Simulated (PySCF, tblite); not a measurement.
# C5H12N2Si: infrared bands, NMR shifts and electronic excitations in gas and solvents

Aim: compute the infrared bands, NMR shifts and electronic excitations of C5H12N2Si (`C[SiH](C)N1CCC=N1`), and see what a dielectric continuum does where one was used.

Computed with tblite 0.8.0 and PySCF 2.14.0, with density-fitted response routines of our own, on a single molecule, in the gas phase or a continuum. Atoms count from 0, in the outputs and in this text.

### 1 Starting geometry

20 atoms, charge 0, multiplicity 1; geometry from: force field or distance geometry start.

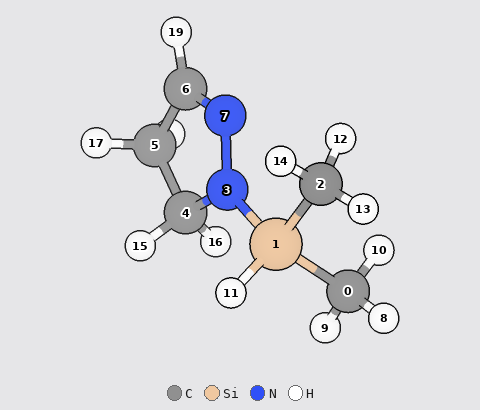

As it starts; carbon grey, silicon light orange, nitrogen blue, hydrogen white, atoms numbered.

### 2 Geometry optimisation with GFN2-xTB

What the job is given:

```
{"job": {"kind": "relax", "xc": "GFN2-xTB", "basis": "xTB"}, "charge": 0, "multiplicity": 1}
C     -2.196900    -1.297700    -0.227600
Si    -1.195900     0.084500    -1.005600
C     -2.014700     1.677700    -0.471100
N      0.471100     0.085800    -0.316300
C      1.472000    -0.960500    -0.434400
C      2.672700    -0.392200     0.268500
C      2.217600     0.914600     0.805500
N      1.000800     1.126600     0.465500
H     -3.267200    -1.206800    -0.521400
H     -1.771600    -2.264800    -0.506400
H     -2.123100    -1.163100     0.871900
H     -1.191100    -0.009300    -2.448800
H     -1.696400     1.823700     0.604700
H     -3.100300     1.679400    -0.584200
H     -1.565400     2.529600    -1.042700
H      1.789500    -1.143700    -1.474200
H      1.163700    -1.931200    -0.011300
H      3.493700    -0.146100    -0.459300
H      3.010300    -0.987600     1.126500
H      2.826200     1.591800     1.415600
```

Command:

```console
$ OMP_NUM_THREADS=1 python probes_run.py task.json out
```

The driver reads the jobs from task.json and runs them one after another.

What it wrote:

```text
step      E/eV     max force
  0    -663.02104    2.180
  1    -663.25678    0.944
  2    -663.36812    0.691
  3    -663.43646    0.676
  4    -663.48980    0.510
  5    -663.51705    0.395
  6    -663.54216    0.379
  7    -663.55884    0.340
  8    -663.56908    0.278
  9    -663.57431    0.163
 10    -663.57750    0.163
 11    -663.58019    0.186
 12    -663.58287    0.156
 13    -663.58516    0.091
 14    -663.58672    0.073
 15    -663.58785    0.098
 16    -663.58890    0.080
 17    -663.58997    0.089
 18    -663.59101    0.073
 19    -663.59193    0.069
 20    -663.59274    0.081
 21    -663.59356    0.083
 22    -663.59452    0.069
 23    -663.59552    0.082
 24    -663.59635    0.075
 25    -663.59694    0.050
 26    -663.59749    0.057
 27    -663.59820    0.073
 28    -663.59903    0.092
 29    -663.59970    0.062
 30    -663.60011    0.055
 31    -663.60039    0.037
 32    -663.60064    0.050
 33    -663.60086    0.039
 34    -663.60101    0.031
 35    -663.60111    0.027
 36    -663.60121    0.033
 37    -663.60132    0.030
 38    -663.60139    0.022
 39    -663.60144    0.022
 40    -663.60150    0.027
 41    -663.60158    0.040
 42    -663.60169    0.038
 43    -663.60178    0.024
 44    -663.60184    0.023
 45    -663.60190    0.021
 46    -663.60197    0.028
 47    -663.60205    0.024
 48    -663.60213    0.027
 49    -663.60220    0.022
 50    -663.60226    0.019
 51    -663.60232    0.019
 52    -663.60237    0.015
 53    -663.60243    0.020
 54    -663.60250    0.026
 55    -663.60260    0.039
 56    -663.60276    0.046
 57    -663.60300    0.050
 58    -663.60331    0.053
 59    -663.60366    0.055
 60    -663.60399    0.051
 61    -663.60428    0.038
 62    -663.60457    0.044
 63    -663.60488    0.040
 64    -663.60511    0.039
 65    -663.60525    0.025
 66    -663.60536    0.029
 67    -663.60549    0.030
 68    -663.60562    0.048
 69    -663.60577    0.035
 70    -663.60591    0.022
 71    -663.60595    0.021
 72    -663.60605    0.022
 73    -663.60613    0.026
 74    -663.60621    0.022
 75    -663.60627    0.016
 76    -663.60635    0.018
 77    -663.60643    0.023
 78    -663.60651    0.023
 79    -663.60659    0.021
 80    -663.60668    0.024
 81    -663.60680    0.025
 82    -663.60693    0.030
 83    -663.60709    0.035
 84    -663.60726    0.043
 85    -663.60754    0.080
 86    -663.60789    0.062
 87    -663.60841    0.022
 88    -663.60847    0.022
 89    -663.60860    0.021
 90    -663.60868    0.023
 91    -663.60887    0.032
 92    -663.60905    0.029
 93    -663.60920    0.026
 94    -663.60931    0.023
 95    -663.60943    0.024
 96    -663.60957    0.022
 97    -663.60972    0.027
 98    -663.60988    0.036
 99    -663.61006    0.037
100    -663.61023    0.029
101    -663.61034    0.020
102    -663.61041    0.033
103    -663.61049    0.023
104    -663.61057    0.016
105    -663.61062    0.017
106    -663.61069    0.018
107    -663.61076    0.016
108    -663.61083    0.018
109    -663.61091    0.021
110    -663.61101    0.026
111    -663.61116    0.031
112    -663.61135    0.042
113    -663.61159    0.038
114    -663.61186    0.040
115    -663.61201    0.052
116    -663.61230    0.037
117    -663.61252    0.023
118    -663.61286    0.034
119    -663.61306    0.040
120    -663.61325    0.032
121    -663.61342    0.021
122    -663.61349    0.015
123    -663.61354    0.014
124    -663.61357    0.013
125    -663.61361    0.016
126    -663.61365    0.017
127    -663.61368    0.012
128    -663.61371    0.009
```

Run time: 0.79 s. Hardware: 1 thread of Arm Neoverse V2, shared host; peak memory 0.18 GiB.

Step by step: (not every step is listed)

| step | energy from step 0 (eV) | largest force (eV/Å) |
| --- | --- | --- |
| 0 | 0.0000 | 2.1803 |
| 1 | -0.2357 | 0.9441 |
| 2 | -0.3471 | 0.6905 |
| 3 | -0.4154 | 0.6757 |
| 4 | -0.4688 | 0.5097 |
| 5 | -0.4960 | 0.3946 |
| 6 | -0.5211 | 0.3793 |
| 7 | -0.5378 | 0.3398 |
| 8 | -0.5480 | 0.2778 |
| 19 | -0.5709 | 0.0688 |
| 30 | -0.5791 | 0.0553 |
| 41 | -0.5805 | 0.0404 |
| 52 | -0.5813 | 0.0153 |
| 63 | -0.5838 | 0.0402 |
| 74 | -0.5852 | 0.0220 |
| 85 | -0.5865 | 0.0795 |
| 96 | -0.5885 | 0.0220 |
| 107 | -0.5897 | 0.0158 |
| 118 | -0.5918 | 0.0339 |
| 123 | -0.5925 | 0.0140 |
| 124 | -0.5925 | 0.0128 |
| 125 | -0.5926 | 0.0163 |
| 126 | -0.5926 | 0.0170 |
| 127 | -0.5926 | 0.0124 |
| 128 | -0.5927 | 0.0094 |

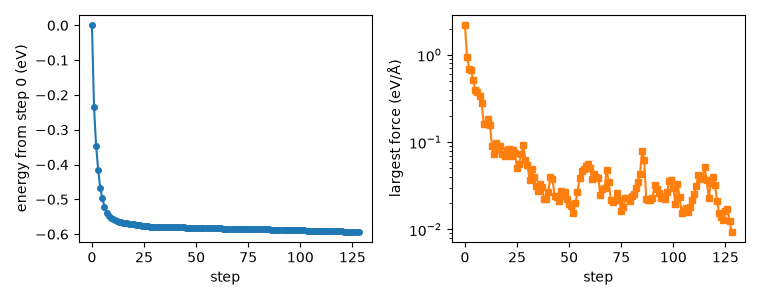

Energy and force, step by step.

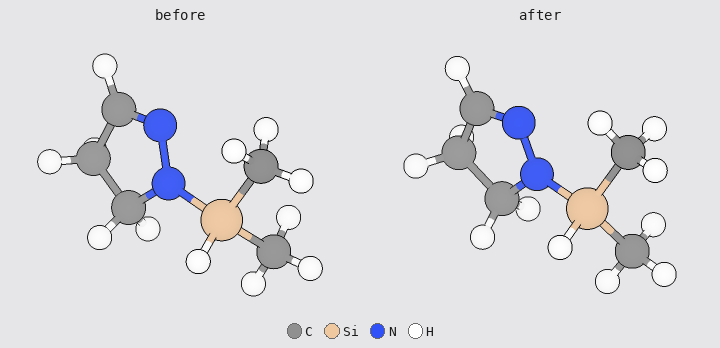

Before and after, at one scale.

Close pairs (by a distance rule), those that changed most:

| bond | before (Å) | after (Å) | change (Å) |
| --- | --- | --- | --- |
| Si1–N3 | 1.804 | 1.736 | -0.068 |
| N3–N7 | 1.405 | 1.347 | -0.059 |
| C2–H12 | 1.131 | 1.086 | -0.046 |
| C2–H14 | 1.120 | 1.084 | -0.036 |
| C5–H17 | 1.124 | 1.091 | -0.033 |
| Si1–H11 | 1.446 | 1.479 | +0.033 |
| C4–C5 | 1.503 | 1.535 | +0.032 |
| C0–H8 | 1.114 | 1.085 | -0.028 |

The final coordinates are the input of the step that follows.

### 3 Infrared spectrum with GFN2-xTB

What the job is given:

```
{"job": {"kind": "ir", "xc": "GFN2-xTB", "basis": "xTB"}, "charge": 0, "multiplicity": 1}
C     -2.075755    -1.402980    -0.365893
Si    -1.167360     0.173363    -0.920673
C     -1.982944     1.754907    -0.279066
N      0.425837     0.133331    -0.232377
C      1.352024    -1.007572    -0.230637
C      2.671594    -0.409944     0.276486
C      2.259709     1.030949     0.463102
N      1.047953     1.259537     0.165783
H     -3.076627    -1.439521    -0.783582
H     -1.555648    -2.298307    -0.692951
H     -2.169472    -1.452370     0.715373
H     -1.082802     0.169410    -2.397286
H     -2.216403     1.681943     0.778524
H     -2.906531     1.958638    -0.810310
H     -1.321378     2.603843    -0.409958
H      1.437034    -1.415352    -1.241229
H      0.961879    -1.788607     0.426239
H      3.485281    -0.500364    -0.445393
H      3.002342    -0.849525     1.219135
H      2.906120     1.809297     0.819666
```

What it wrote:

```text
mode    cm-1     km/mol
  1      32.6      0.81
  2      70.6      2.14
  3      81.4      0.10
  4     113.5      0.55
  5     124.0      0.28
  6     158.8      0.77
  7     173.7      0.08
  8     227.6     17.42
  9     251.6      7.84
 10     459.6     26.12
 11     493.2      3.42
 12     626.9     97.66
 13     653.6     98.93
 14     699.7     54.83
 15     749.3      8.74
 16     766.2      5.62
 17     778.1      6.61
 18     800.4      2.41
 19     836.4     17.22
 20     837.0    125.84
 21     843.6    190.52
 22     851.2    148.22
 23     878.8     90.68
 24     972.6     44.44
 25    1023.1      0.62
 26    1038.3     30.99
 27    1101.6      3.94
 28    1114.2      3.01
 29    1187.4    263.36
 30    1197.7      5.79
 31    1203.0      0.86
 32    1256.9     34.44
 33    1318.4    136.91
 34    1370.8     16.41
 35    1374.5     13.70
 36    1462.7      3.50
 37    1479.1      0.15
 38    1480.4      0.55
 39    1488.5      0.29
 40    1491.8      0.40
 41    1497.2      0.12
 42    1665.8     61.04
 43    2119.7    367.93
 44    2927.0     26.97
 45    2957.3     48.42
 46    2958.9     45.51
 47    2981.3     49.20
 48    3034.9     19.94
 49    3041.6     30.90
 50    3045.6     33.65
 51    3052.7      1.21
 52    3055.0     52.49
 53    3065.5     23.94
 54    3154.0     22.69
```

Wall time 0.65 s (1 thread of Arm Neoverse V2, shared host); peak memory 0.18 GiB.

Which atoms move in the most intense modes:

| cm⁻¹ | km/mol | atoms |
| --- | --- | --- |
| 627 | 97.7 | H11 81 % |
| 654 | 98.9 | H11 81 % |
| 837 | 125.8 | H9 19 %, H10 15 %, H12 13 %, Si1 10 % |
| 844 | 190.5 | Si1 19 %, H14 16 %, H12 15 %, C2 12 % |
| 851 | 148.2 | N7 16 %, H14 12 %, C4 10 % |
| 1187 | 263.4 | N3 39 %, H16 21 %, N7 12 % |
| 1318 | 136.9 | H15 26 %, N3 24 %, H16 22 %, C4 16 % |
| 2120 | 367.9 | H11 97 % |

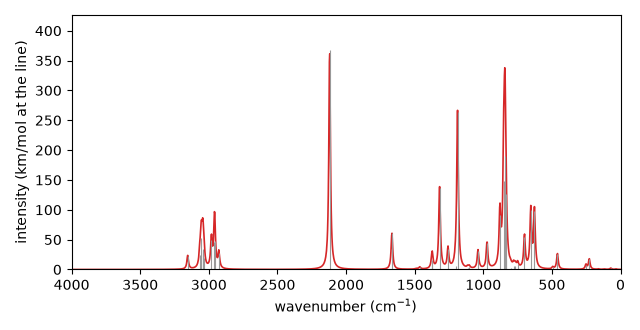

The infrared spectrum from these modes, unscaled. Lines are broadened to a width of 14 cm⁻¹ (Lorentzian).

### 4 Relaxing the molecule at PBE0-D3(BJ)/def2-SVP

What the job is given:

```
{"job": {"xc": "PBE0", "basis": "def2-SVP", "d3": "d3bj", "grid": 1, "shake": 0.01, "kind": "geom"}, "charge": 0, "multiplicity": 1}
C     -2.055350    -1.428540    -0.361710
Si    -1.173040     0.168840    -0.922830
C     -2.003140     1.752590    -0.287720
N      0.459070     0.135590    -0.235900
C      1.349210    -1.014250    -0.241190
C      2.667690    -0.405120     0.274100
C      2.269290     1.028950     0.463340
N      1.063410     1.264990     0.160730
H     -3.078460    -1.434120    -0.764230
H     -1.558340    -2.300740    -0.682930
H     -2.178340    -1.455290     0.724200
H     -1.077000     0.170330    -2.390580
H     -2.244680     1.692160     0.768930
H     -2.923220     1.961400    -0.803300
H     -1.325830     2.593080    -0.409700
H      1.436510    -1.401300    -1.233750
H      0.963820    -1.777490     0.424180
H      3.476020    -0.494520    -0.439570
H      3.000190    -0.857350     1.221430
H      2.881180     1.816200     0.824580
```

What it wrote:

```text
step   0  E = -595.96379306  max force = 0.039292
step   1  E = -595.97063778  max force = 0.006917
step   2  E = -595.97109148  max force = 0.002337
step   3  E = -595.97115405  max force = 0.002311
step   4  E = -595.97119488  max force = 0.000837
step   5  E = -595.97124883  max force = 0.001581
step   6  E = -595.97135892  max force = 0.003477
step   7  E = -595.97148179  max force = 0.003685
step   8  E = -595.97157106  max force = 0.001876
step   9  E = -595.97163051  max force = 0.001054
step  10  E = -595.97164778  max force = 0.001093
step  11  E = -595.97167720  max force = 0.000807
step  12  E = -595.97169568  max force = 0.000933
step  13  E = -595.97171691  max force = 0.000763
step  14  E = -595.97173164  max force = 0.000582
step  15  E = -595.97173791  max force = 0.000224
optimisation converged
```

Run time: 3.6 min. Hardware: 1 thread of Arm Neoverse V2, shared host; peak memory 0.8 GiB.

The steps of the relaxation:

| step | energy from step 0 (eV) | largest force component (eV/Å) |
| --- | --- | --- |
| 0 | 0.0000 | 2.0205 |
| 1 | -0.1863 | 0.3557 |
| 2 | -0.1986 | 0.1202 |
| 3 | -0.2003 | 0.1188 |
| 4 | -0.2014 | 0.0430 |
| 5 | -0.2029 | 0.0813 |
| 6 | -0.2059 | 0.1788 |
| 7 | -0.2092 | 0.1895 |
| 8 | -0.2117 | 0.0965 |
| 9 | -0.2133 | 0.0542 |
| 10 | -0.2137 | 0.0562 |
| 11 | -0.2145 | 0.0415 |
| 12 | -0.2150 | 0.0480 |
| 13 | -0.2156 | 0.0392 |
| 14 | -0.2160 | 0.0299 |
| 15 | -0.2162 | 0.0115 |

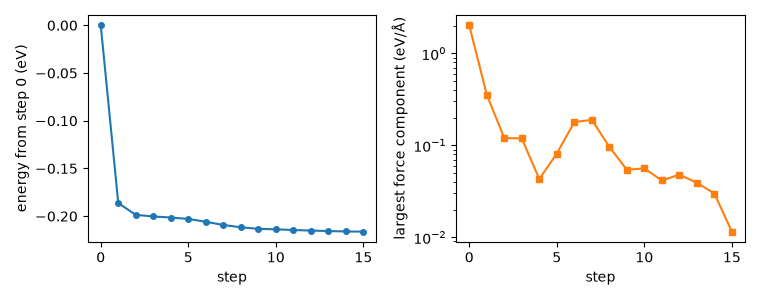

Energy and force, step by step.

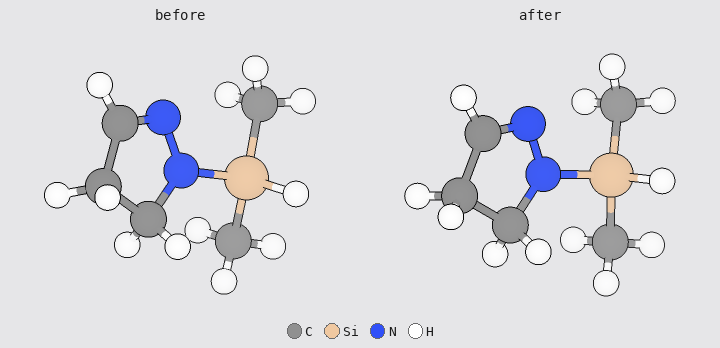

The geometry before (left) and after (right).

Distances of close pairs at the start and the end, largest changes first:

| bond | before (Å) | after (Å) | change (Å) |
| --- | --- | --- | --- |
| C0–H9 | 1.054 | 1.101 | +0.047 |
| C4–H15 | 1.069 | 1.108 | +0.039 |
| C0–Si1 | 1.909 | 1.874 | -0.035 |
| Si1–H11 | 1.471 | 1.503 | +0.032 |
| Si1–C2 | 1.898 | 1.866 | -0.032 |
| C6–H19 | 1.061 | 1.092 | +0.031 |
| C2–H13 | 1.075 | 1.101 | +0.026 |
| N3–N7 | 1.341 | 1.361 | +0.021 |

The final coordinates are the input of the step that follows.

| at the end point | value |
| --- | --- |
| point group (found at 0.08 Å tolerance) | C1 |
| rotational constants (GHz, main isotopes) | 3.185, 1.178, 0.919 |
| dipole moment (D) | 1.99 |

### 5 NMR shieldings: PBE0/pcSseg-1

What the job is given:

```
{"job": {"kind": "nmr", "xc": "PBE0", "basis": "pcSseg-1"}, "charge": 0, "multiplicity": 1}
C     -2.052729    -1.277558    -0.687628
Si    -1.124707     0.331917    -0.936011
C     -1.975146     1.793310    -0.146801
N      0.448846     0.129829    -0.169646
C      1.279582    -1.079724    -0.146140
C      2.576657    -0.586855     0.509765
C      2.399240     0.902798     0.372827
N      1.215391     1.238402     0.022756
H     -3.056437    -1.211977    -1.136331
H     -1.534360    -2.125733    -1.161738
H     -2.171772    -1.500224     0.384351
H     -0.975633     0.572481    -2.412511
H     -2.198176     1.588114     0.911464
H     -2.917234     2.030513    -0.665331
H     -1.317364     2.673868    -0.192603
H      1.472273    -1.444943    -1.173894
H      0.789331    -1.891378     0.410996
H      3.482580    -0.970652     0.017545
H      2.644746    -0.868057     1.576700
H      3.145637     1.664757     0.605764
```

With the program's defaults for keys left out, this is: GIAO PBE0/pcSseg-1 NMR shielding, non-relativistic, gas phase.

What it wrote:

```text
coarse grid: 16624 points
cycle   1  E = -596.1170767320  dE =  8.314e-01  |g| = 4.718e-01  |ddm| = 3.983e+00
cycle   2  E = -596.1122495641  dE =  4.827e-03  |g| = 4.925e-01  |ddm| = 8.296e-01
cycle   3  E = -596.1734877428  dE = -6.124e-02  |g| = 7.524e-02  |ddm| = 4.591e-01
cycle   4  E = -596.1741047356  dE = -6.170e-04  |g| = 5.347e-02  |ddm| = 9.590e-02
cycle   5  E = -596.1747587740  dE = -6.540e-04  |g| = 6.443e-03  |ddm| = 4.851e-02
cycle   6  E = -596.1747682472  dE = -9.473e-06  |g| = 1.553e-03  |ddm| = 7.441e-03
final grid: 154416 points
cycle   7  E = -596.2189532504  dE = -3.577e-05  |g| = 8.400e-03  |ddm| = 2.994e-02
cycle   8  E = -596.2189440081  dE =  9.242e-06  |g| = 1.054e-02  |ddm| = 1.692e-02
cycle   9  E = -596.2189705683  dE = -2.656e-05  |g| = 1.808e-03  |ddm| = 9.940e-03
cycle  10  E = -596.2189712882  dE = -7.199e-07  |g| = 3.980e-04  |ddm| = 1.707e-03
cycle  11  E = -596.2189713193  dE = -3.101e-08  |g| = 1.374e-04  |ddm| = 3.690e-04
cycle  12  E = -596.2189713228  dE = -3.508e-09  |g| = 4.568e-05  |ddm| = 1.244e-04
cycle  13  E = -596.2189713232  dE = -4.120e-10  |g| = 6.056e-06  |ddm| = 3.562e-05
converged SCF energy = -596.2189713232

GIAO shielding tensors (ppm)
atom      isotropic    diamagn.    paramagn.     s11        s22        s33       span
  0 C      186.825     256.274     -69.449    182.661    187.861    189.953      7.292
  1 Si     359.494     882.563    -523.068    314.754    374.190    389.539     74.785
  2 C      186.712     255.497     -68.786    179.837    189.983    190.315     10.477
  3 N      116.021     328.349    -212.328     38.656     92.330    217.077    178.421
  4 C      136.991     245.087    -108.095    107.344    133.005    170.625     63.282
  5 C      149.552     254.228    -104.676    124.087    154.620    169.948     45.861
  6 C       45.194     255.534    -210.340    -56.390     84.920    107.052    163.442
  7 N     -129.634     323.591    -453.225   -444.949   -116.397    172.445    617.394
  8 H       31.160      29.078       2.082     26.674     28.376     38.430     11.756
  9 H       30.855      31.868      -1.013     26.226     29.141     37.197     10.971
 10 H       31.024      32.754      -1.730     27.511     28.490     37.071      9.560
 11 H       26.442      30.011      -3.569     23.572     24.408     31.345      7.773
 12 H       31.088      32.020      -0.932     27.210     28.801     37.253     10.044
 13 H       31.334      28.629       2.705     27.073     28.261     38.667     11.594
 14 H       30.148      30.811      -0.663     24.813     28.604     37.026     12.213
 15 H       28.254      30.846      -2.593     21.959     28.457     34.345     12.385
 16 H       27.835      32.193      -4.357     22.932     28.634     31.941      9.009
 17 H       28.760      29.238      -0.477     24.841     26.644     34.796      9.954
 18 H       28.655      30.371      -1.715     24.242     26.327     35.397     11.155
 19 H       24.883      30.211      -5.328     22.940     25.004     26.706      3.766
```

Run time: 31 s. Hardware: 1 thread of Arm Neoverse V2, shared host; peak memory 0.95 GiB.

The references, computed at this level on geometries of the same kind, shield at (ppm): 1H TMS 31.27, 13C TMS 184.4, 29Si TMS 352.0, 15N NH3 265.7. Their shielding less the atom's gives the shift. The references are single molecules in the gas phase, so shifts against H2O, NH3, PH3, H3PO4 or CFCl3 are not on the usual liquid scales and can be off by tens of ppm. Atoms listed in one row are averaged.

| atoms | environment | σ (ppm) | δ (ppm) | δ scaled to CDCl3 |
| --- | --- | --- | --- | --- |
| C6 | C=N carbon | 45.2 | 139.2 | 134.7 |
| C4 | sp3 CH2 bonded to N | 137.0 | 47.4 | 45.5 |
| C5 | sp3 CH2 in a ring | 149.6 | 34.9 | 33.3 |
| C0, C2 | methyl carbon bonded to Si | 186.8 | -2.4 | -2.8 |
| H19 | hydrogen on a C=N carbon | 24.88 | 6.38 | 6.27 |
| H11 | hydrogen on a silicon bonded to 2 C, N | 26.44 | 4.83 | – |
| H15, H16 | hydrogen on an sp3 CH2 bonded to N | 28.04 | 3.22 | 3.27 |
| H17, H18 | hydrogen on an sp3 CH2 in a ring | 28.71 | 2.56 | 2.64 |
| H8, H9, H10, H12, H13, H14 | hydrogen on a methyl carbon bonded to Si | 30.93 | 0.33 | 0.53 |
| Si1 | silicon bonded to 2 C, N, H | 359.5 | -7.5 | – |
| N7 | imine nitrogen | -129.6 | 395.3 | – |
| N3 | nitrogen bonded to C, N, Si, in a 5-membered ring | 116.0 | 149.7 | – |

The scaled column applies a straight-line fit of computed shieldings to shifts measured in CDCl3 (root-mean-square error 0.21 ppm for H, 2.0 ppm for C).

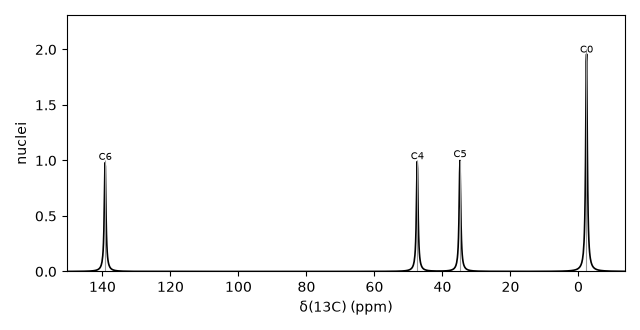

13C lines at the computed shifts, without couplings. Lines are broadened to a width of 0.57 ppm (Lorentzian).

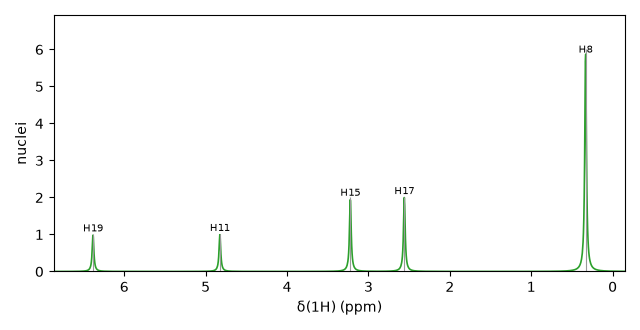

1H lines at the computed shifts, without couplings. Lines are broadened to a width of 0.02 ppm (Lorentzian).

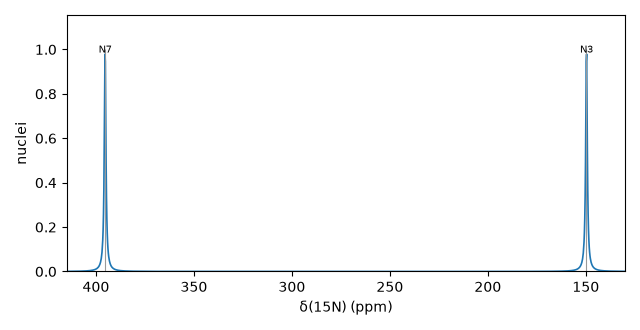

15N lines at the computed shifts, without couplings. Lines are broadened to a width of 0.98 ppm (Lorentzian).

The run also stored atomic charges by several schemes (e):

| atoms | Mulliken | IAO | Hirshfeld | ESP fit |
| --- | --- | --- | --- | --- |
| C0, C2 | -0.65 | -0.73 | -0.22 | -0.72 |
| Si1 | 0.93 | 1.06 | 0.40 | 0.80 |
| N3 | -0.63 | -0.39 | -0.12 | -0.08 |
| C4 | 0.04 | -0.17 | -0.02 | 0.16 |
| C5 | -0.28 | -0.29 | -0.07 | -0.32 |
| C6 | 0.04 | -0.07 | -0.01 | 0.19 |
| N7 | -0.18 | -0.17 | -0.11 | -0.47 |

IAO charges:

C0 -0.73; Si1 1.06; C2 -0.72; N3 -0.39; C4 -0.17; C5 -0.29; C6 -0.07; N7 -0.17; H8 0.16; H9 0.15; H10 0.15; H11 -0.17; H12 0.15; H13 0.15; H14 0.17; H15 0.12; H16 0.14; H17 0.15; H18 0.14; H19 0.16

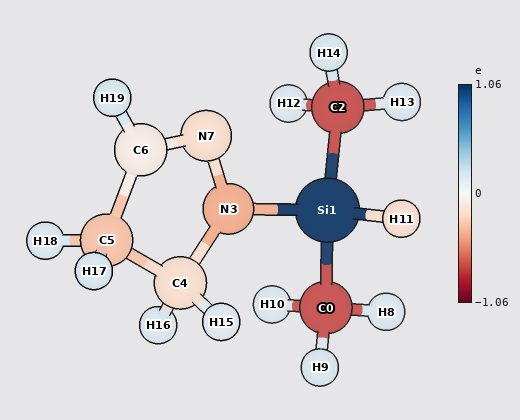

IAO charges, as colours on the atoms.

Mayer bond orders: C0–Si1 0.95, Si1–C2 0.97, Si1–N3 0.83, N3–C4 0.89, C4–C5 1.03, C5–C6 0.99, C6–N7 1.82, N7–N3 1.08.

Ring of atoms N3, C4, C5, C6, N7: NICS(0) -3.2, NICS(1) -3.1, NICS(1)zz -3.8 ppm (means of both faces).

(Part 1 of 2 ends here.)
